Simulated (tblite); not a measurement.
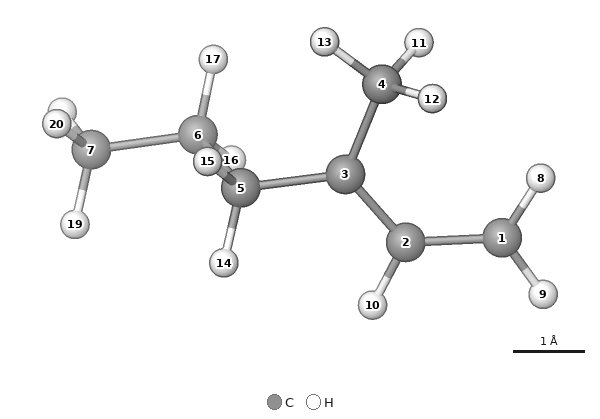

**Figure 1.** The structure (ball-and-stick view, seen at a tilt; atoms are numbered from 1 in the order of the input). Bond lengths as drawn: C–C 1.37 to 1.54 Å and C–H 1.07 to 1.09 Å.

# Run report: C$_{7}$H$_{13}$, frequency calculation

C$_{7}$H$_{13}$, multiplicity 2, SMILES C=C[C](C)CCC, computed with GFN2-xTB harmonic vibrations, gas phase (tblite 0.8.0).

It belongs to a series of runs on one base structure; here: H removed from sp3 C.

Input
```
{"job": {"kind": "ir", "xc": "GFN2-xTB", "basis": "xTB"}, "charge": 0, "multiplicity": 2}
C     -2.928362    -1.030881    -0.417248
C     -1.660089    -0.654220    -0.756930
C     -0.860635     0.251630    -0.073736
C     -1.325662     0.921326     1.176958
C      0.529168     0.528577    -0.540168
C      1.559872    -0.302911     0.244366
C      2.977099    -0.039042    -0.245684
H     -3.426773    -0.638517     0.450297
H     -3.475114    -1.737487    -1.014707
H     -1.231300    -1.098861    -1.647877
H     -1.515885     0.188606     1.963827
H     -2.259916     1.457475     1.003573
H     -0.584017     1.629450     1.537669
H      0.626284     0.286945    -1.600932
H      0.767049     1.587896    -0.408408
H      1.319944    -1.361887     0.127562
H      1.485392    -0.058866     1.305859
H      3.692096    -0.638690     0.312848
H      3.069196    -0.290034    -1.300369
H      3.236505     1.010172    -0.119939
```

The first line tells a small driver script what to run in tblite; the rest is the geometry in Å.

Run on 1 CPU thread, shared host.

Command:
```bash
OMP_NUM_THREADS=1 python <driver script> task.json out
```

The program's output
```
mode    cm-1     km/mol
  1      48.8      0.07
  2      76.0      0.29
  3      89.8      0.50
  4     136.5      0.02
  5     230.6      0.00
  6     232.6      0.08
  7     262.4      0.20
  8     326.0      0.61
  9     389.4      0.71
 10     412.0      1.31
 11     544.7      0.69
 12     584.0      0.96
 13     758.0     21.26
 14     786.3      5.85
 15     825.5      2.43
 16     897.8      0.59
 17     929.5      7.40
 18     945.7      4.86
 19     987.6      3.54
 20    1005.9      0.49
 21    1035.9      1.64
 22    1086.5      1.19
 23    1087.9      1.03
 24    1098.5     13.98
 25    1225.4      1.20
 26    1238.8     14.07
 27    1269.0      0.13
 28    1281.1      3.56
 29    1306.7      6.79
 30    1340.7      8.89
 31    1355.5      7.54
 32    1396.1      8.67
 33    1414.7      0.76
 34    1452.2      6.96
 35    1473.7      3.10
 36    1484.8      0.35
 37    1491.5      0.31
 38    1497.1      0.40
 39    1503.0      3.19
 40    1504.5      0.16
 41    1505.9      1.46
 42    2948.0     26.42
 43    2963.4     20.96
 44    2970.2     15.92
 45    2977.2     52.20
 46    2987.7     45.86
 47    2988.2     13.82
 48    3028.9     47.53
 49    3031.5     52.12
 50    3037.0     35.24
 51    3037.1     65.04
 52    3041.8     25.98
 53    3121.6     18.09
 54    3150.5     50.14
```

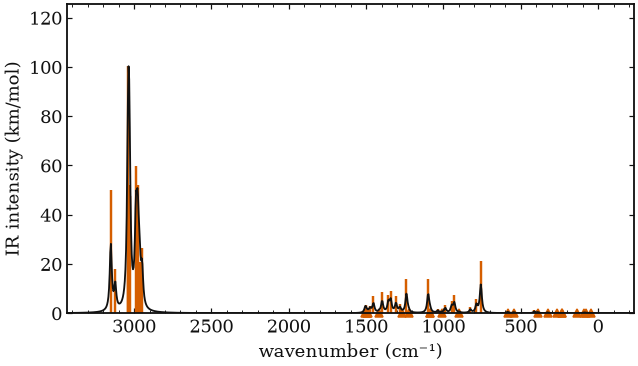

**Figure 2.** Harmonic infrared spectrum, unscaled: sticks (degenerate modes added up, dark ones marked on the axis) with a Lorentzian envelope of 16 cm⁻¹ full width, scaled to the tallest stick. 54 modes from 49 to 3150 cm⁻¹, none imaginary. The strongest line is at 3037 cm⁻¹ (100 km/mol).

Summary

- outcome: converged
- total energy: −586.1789 eV
- zero-point energy: 111.2230 kcal/mol
- wall time: 0.64 s
- peak memory: 0.18 GiB
